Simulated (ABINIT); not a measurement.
# A GW chain in ABINIT: GaN (P6_3mc), part 3 of 3

Aim: the G0W0 gap of GaN (P6_3mc) on LDA, step by step.

ABINIT 10.8.3; LDA and many-body steps on it, plane waves. Known limits of the many-body steps: not at the basis limit; no spin-orbit coupling; coarse k mesh.

So far. Step 4 (Empty states on the mesh, 3×3×2 mesh, 191 bands): On this mesh the gap is 1.916 eV. Step 5 (Screening, 3×3×2 mesh, 183 bands, screening to 179.6 eV): Local fields lower ε∞ by 7 %. On a Γ-centred mesh this coarse the value itself is usually too large, while a short band sum pulls it down.

The database entry behind the starting cell has ideal inner coordinates that were not refined, so it need not match the best structure at ambient conditions.

## Step 6: Self-energy, 3×3×2 mesh, 183 bands, screening to 179.6 eV

The self-energy is evaluated for the states that the input lists, and the levels follow from it, in one-shot runs by the linearised quasiparticle equation.

This step: G0W0 on LDA, plane waves, norm-conserving pseudopotentials.

File run.abi:

```
acell 3*1.0 Angstrom
rprim 
  3.190000000016 -0.000000000004 0.000000000000
  -1.595000000005 2.762621038088 0.000000000000
  0.000000000000 0.000000000000 5.189000000000
ntypat 2
znucl 31 7
natom 4
typat 1 1 2 2
xred 
  0.666666666667 0.333333333333 0.000000000000
  0.333333333333 0.666666666667 0.500000000000
  0.666666666667 0.333333333333 0.375000000000
  0.333333333333 0.666666666667 0.875000000000
pp_dirpath "pseudos"
pseudos "Ga.upf, N.upf"
ecut 45
ngkpt 3 3 2
nshiftk 1
shiftk 0 0 0
kptopt 1
chksymbreak 0
istwfk *1
occopt 1
irdwfk 1
optdriver 4
nband 183
gwcalctyp 0
ecutsigx 45
symsigma 1
nkptgw 6
kptgw 
  0.0000000000 0.0000000000 0.0000000000
  0.3333333333 0.0000000000 0.0000000000
  0.3333333333 0.3333333333 0.0000000000
  0.0000000000 0.0000000000 0.5000000000
  0.3333333333 0.0000000000 0.5000000000
  0.3333333333 0.3333333333 0.5000000000
bdgw 
  21 34
  21 34
  21 34
  21 34
  21 34
  21 34
ecuteps 6.6
irdscr 1
ppmodel 1
indata_prefix "in"
outdata_prefix "out"
tmpdata_prefix "tmp"
```

Launch:

```console
$ OMP_NUM_THREADS=1 mpirun -n 8 abinit run.abi > log
```

Numbers of over 12 decimals in the logs are rounded to 6 here.

The log of the run:

```text
.Version 10.8.3 of ABINIT. v10.8.2 released Aug 2026.

 Symmetries : space group P6_3 m c (#186); Bravais hP (primitive hexag.)
[... echo of the input left out ...]
== DATASET  1 ==================================================================
-   mpi_nproc: 8, omp_nthreads: 1 (-1 if OMP is not activated)

--- !DatasetInfo
iteration_state: {dtset: 1, }
dimensions: {natom: 4, nkpt: 6, mband: 183, nsppol: 1, nspinor: 1, nspden: 1, mpw: 4506, }
cutoff_energies: {ecut:  45.0, pawecutdg:  -1.0, }
electrons: {nelect:   5.20000000E+01, charge:   0.00000000E+00, occopt:   1.00000000E+00, tsmear:   1.00000000E-02, }

 SIGMA: Calculation of the GW corrections

 Based on a program developped by R.W. Godby, V. Olevano, G. Onida, and L. Reining.
 Incorporated in ABINIT by V. Olevano, G.-M. Rignanese, and M. Torrent.
.Using double precision arithmetic ; gwpc =  8

[... cell and pseudopotentials left out ...]
--------------------------------------------------------------------------------

 ==== K-mesh for the wavefunctions ====
 Number of points in the irreducible wedge :     6
[... list of points left out ...]
 Together with 12 symmetry operations and time-reversal symmetry
 yields    18 points in the full Brillouin Zone.

 ==== Q-mesh for screening function ====
 Number of points in the irreducible wedge :     6
[... list of points left out ...]
 Together with 12 symmetry operations and time-reversal symmetry
 yields    18 points in the full Brillouin Zone.

 vcoul_init : cutoff-mode = AUXILIARY_FUNCTION
 q-points for optical limit:   1
     1)      0.000010    0.000020    0.000030
 setmesh: FFT mesh size selected  =    32x   32x   60
          total number of points  =        61440

 Number of electrons calculated from density =   52.0000; Expected =   52.0000
 average of density, n =  0.168504
 r_s =    1.1231
 omega_plasma =   39.5969 [eV]

 === KS Band Gaps ===
  >>>> For spin  1
   Minimum direct gap =   1.9156 [eV], located at k-point      :   0.0000  0.0000  0.0000
   Fundamental gap    =   1.9156 [eV], Top of valence bands at :   0.0000  0.0000  0.0000
                                       Bottom of conduction at :   0.0000  0.0000  0.0000
 SIGMA fundamental parameters:
 PLASMON POLE MODEL  1
 number of plane-waves for SigmaX                 4427
 number of plane-waves for SigmaC and W            251
 number of plane-waves for wavefunctions          4427
 number of bands                                   183
 number of independent spin polarizations            1
 number of spinorial components                      1
 number of k-points in IBZ                           6
 number of q-points in IBZ                           6
 number of symmetry operations                      12
 number of k-points in BZ                           18
 number of q-points in BZ                           18
 number of frequencies for dSigma/dE                 9
 frequency step for dSigma/dE [eV]                0.25
 number of omega for Sigma on real axis              0
 max omega for Sigma on real axis  [eV]           0.00
 zcut for avoiding poles [eV]                     0.10

 EPSILON^-1 parameters (SCR file):
 dimension of the eps^-1 matrix on file            251
 dimension of the eps^-1 matrix used               251
 number of plane-waves for wavefunctions          4427
 number of bands                                   183
 number of q-points in IBZ                           6
 number of frequencies                               2
 number of real frequencies                          1
 number of imag frequencies                          1

 matrix elements of self-energy operator (all in [eV])

 Perturbative Calculation

--- !SelfEnergy_ee
iteration_state: {dtset: 1, }
kpoint     : [   0.000,    0.000,    0.000, ]
spin       : 1
KS_gap     :    1.916
QP_gap     :    2.989
Delta_QP_KS:    1.073
data: !SigmaeeData |
     Band     E0 <VxcDFT>   SigX SigC(E0)      Z dSigC/dE  Sig(E)    E-E0       E
       21  -0.634 -14.244 -19.223   4.122   0.798  -0.254 -14.928  -0.683  -1.317
       22   5.466 -17.904 -21.769   3.314   0.794  -0.260 -18.341  -0.437   5.029
       23   5.466 -17.904 -21.769   3.314   0.794  -0.260 -18.341  -0.437   5.029
       24   6.453 -18.810 -22.084   2.895   0.796  -0.256 -19.112  -0.302   6.151
       25   6.521 -18.931 -22.537   3.154   0.794  -0.259 -19.290  -0.358   6.162
       26   6.521 -18.931 -22.537   3.154   0.794  -0.259 -19.290  -0.358   6.162
       27   8.436 -14.595  -9.702  -4.020   0.820  -0.220 -13.880   0.715   9.151
       28  10.671 -14.509  -8.747  -4.605   0.830  -0.205 -13.548   0.961  11.632
       29  15.549 -15.206  -8.266  -5.579   0.804  -0.243 -14.112   1.094  16.643
       30  16.244 -13.458  -6.915  -5.108   0.839  -0.192 -12.254   1.204  17.448
[...]
--- !SelfEnergy_ee
iteration_state: {dtset: 1, }
kpoint     : [   0.333,    0.000,    0.000, ]
spin       : 1
KS_gap     :    5.527
QP_gap     :    6.796
Delta_QP_KS:    1.270
data: !SigmaeeData |
     Band     E0 <VxcDFT>   SigX SigC(E0)      Z dSigC/dE  Sig(E)    E-E0       E
[...]
--- !SelfEnergy_ee
iteration_state: {dtset: 1, }
kpoint     : [   0.333,    0.333,    0.000, ]
spin       : 1
KS_gap     :    7.714
QP_gap     :    8.917
Delta_QP_KS:    1.203
data: !SigmaeeData |
     Band     E0 <VxcDFT>   SigX SigC(E0)      Z dSigC/dE  Sig(E)    E-E0       E
[...]
--- !SelfEnergy_ee
iteration_state: {dtset: 1, }
kpoint     : [   0.000,    0.000,    0.500, ]
spin       : 1
KS_gap     :    4.718
QP_gap     :    6.026
Delta_QP_KS:    1.307
data: !SigmaeeData |
     Band     E0 <VxcDFT>   SigX SigC(E0)      Z dSigC/dE  Sig(E)    E-E0       E
[...]
--- !SelfEnergy_ee
iteration_state: {dtset: 1, }
kpoint     : [   0.333,    0.000,    0.500, ]
spin       : 1
KS_gap     :    6.403
QP_gap     :    7.691
Delta_QP_KS:    1.287
data: !SigmaeeData |
     Band     E0 <VxcDFT>   SigX SigC(E0)      Z dSigC/dE  Sig(E)    E-E0       E
[...]
--- !SelfEnergy_ee
iteration_state: {dtset: 1, }
kpoint     : [   0.333,    0.333,    0.500, ]
spin       : 1
KS_gap     :    7.824
QP_gap     :    9.227
Delta_QP_KS:    1.403
data: !SigmaeeData |
     Band     E0 <VxcDFT>   SigX SigC(E0)      Z dSigC/dE  Sig(E)    E-E0       E
[...]
30  13.689 -13.615  -7.951  -4.615   0.820  -0.219 -12.754   0.861  14.550
       31  15.388 -16.325  -9.335  -5.368   0.800  -0.251 -15.028   1.296  16.684
       32  15.388 -16.325  -9.335  -5.368   0.800  -0.251 -15.028   1.296  16.684
       33  20.357 -11.759  -5.220  -5.433   0.828  -0.208 -10.843   0.916  21.273
       34  20.357 -11.759  -5.220  -5.433   0.828  -0.208 -10.843   0.916  21.273

 New Fermi energy :        2.813810E-01 Ha ,    7.656766E+00 eV

 === QP Band Gaps ===
  >>>> For spin  1
   Minimum direct gap =   2.9891 [eV], located at k-point      :   0.0000  0.0000  0.0000
   Fundamental gap    =   2.9891 [eV], Top of valence bands at :   0.0000  0.0000  0.0000
                                       Bottom of conduction at :   0.0000  0.0000  0.0000

== END DATASET(S) ==============================================================
================================================================================

 -outvars: echo values of variables after computation  --------
           etotal      0.0000000000E+00
            nband         183
             nkpt           6
          spgroup         186
 [... the other variables as echoed above ...]

 Calculation completed.
```

Wall time 1.8 min (8 MPI ranks of Arm Neoverse N1, shared host); peak memory 1.8 GiB; 14 min of CPU time.

This step gave:

```yaml
g0w0_gap_on_the_mesh: 2.989 eV
starting_gap_on_the_mesh: 1.916 eV
k_of_the_valence_top: 0, 0, 0
k_of_the_conduction_bottom: 0, 0, 0
z_at_the_valence_top: 0.794
z_at_the_conduction_bottom: 0.82
least_direct_g0w0_gap_on_the_computed_points: 2.989 eV
```

The gap on the mesh goes from 1.92 eV to 2.99 eV, a correction of +1.07 eV.

Limits: finite bands, cutoff and mesh; no spin-orbit coupling; coarse k mesh. v1 is the top filled band, c1 the lowest empty one. Levels before and after the correction, in eV, zero at the valence-band top of each column:

```tsv
	conduction bottom	valence top
Kohn-Sham	1.92	0.00
G0W0	2.99	0.00
```

```tsv
	level	energy (eV)
Kohn-Sham	Γ v4	-1.054
Kohn-Sham	Γ v3	-0.068
Kohn-Sham	Γ v2-v1	0.000
Kohn-Sham	Γ c1	1.916
Kohn-Sham	Γ c2	4.151
Kohn-Sham	Γ c3	9.028
Kohn-Sham	Γ c4	9.723
G0W0	Γ v4	-1.133
G0W0	Γ v3	-0.011
G0W0	Γ v2-v1	0.000
G0W0	Γ c1	2.989
G0W0	Γ c2	5.470
G0W0	Γ c3	10.481
G0W0	Γ c4	11.286
```

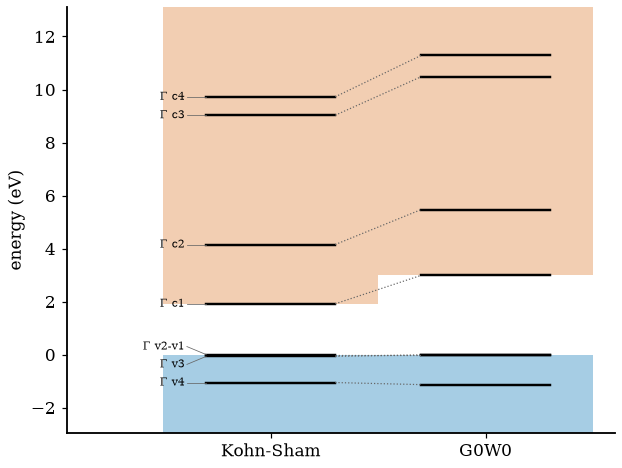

Levels before and after the correction. Shaded: valence and conduction bands.

## Step 7: Where the time went

Times are wall times on 8 MPI ranks of Arm Neoverse N1, shared host, good to a factor of about two.

```tsv
step	time	share	memory (GiB)
ground state	34 s	10 %	0.64
bands along the symmetry lines	48 s	14 %	0.67
empty states on the mesh	98 s	29 %	8
screening	56 s	16 %	1.9
self-energy	1.8 min	31 %	1.8
```

## Step 8: Results

```yaml
lda_gap: 1.92 eV, direct
g0w0_gap_on_the_mesh: 2.99 eV
gw_settings: 3×3×2 mesh, 183 bands, screening to 179.6 eV, Godby-Needs plasmon pole
known_limits: not at the basis limit; no spin-orbit coupling; coarse k mesh
```

What this shows: G0W0 moves the gap on the mesh from 1.92 eV to 2.99 eV (+1.07 eV), with Z of 0.79 and 0.82 at the edges. Local fields lower the RPA ε∞ on this mesh from 10.78 to 9.99; a Γ-centred mesh this coarse tends to raise both, most where the direct gap is narrow, while a short band sum lowers them. Bands and cutoff are finite, so the gap is not at the basis limit. The miss can reach some tenths of an eV and take either sign; the mesh is an error of its own. The 3×3×2 mesh is coarse for this cell, which bears on the long-range parts of exchange and screening. The many-body steps are scalar-relativistic: spin-orbit coupling is not in them.

[Paths, hosts, dates, memory and timing lines, banners, echoed tables and standing remarks are left out of the program output.]

[Logs are printed without paths, hosts, clocks, repeated set-up lines and the standing remarks that a program may print on its own settings, such as how far it seeks lower states.]

[Runs of the session that timed out or met a known fault of the program may be left out.]

[Hosts, paths, dates, database ids (printed as entryN), source tags and the programs' standing remarks are cut or masked in the printed files.]

[G0W0 gaps are taken among the corrected bands and points alone; a level outside them can change the order at an edge.]

[Where Ansatz stands beside ABINIT at settings called matched, ABINIT's density can come from a denser mesh and the files from another edition; pairs whose starting gaps differed by over 0.03 eV were left out, so agreement reads better than it is.]
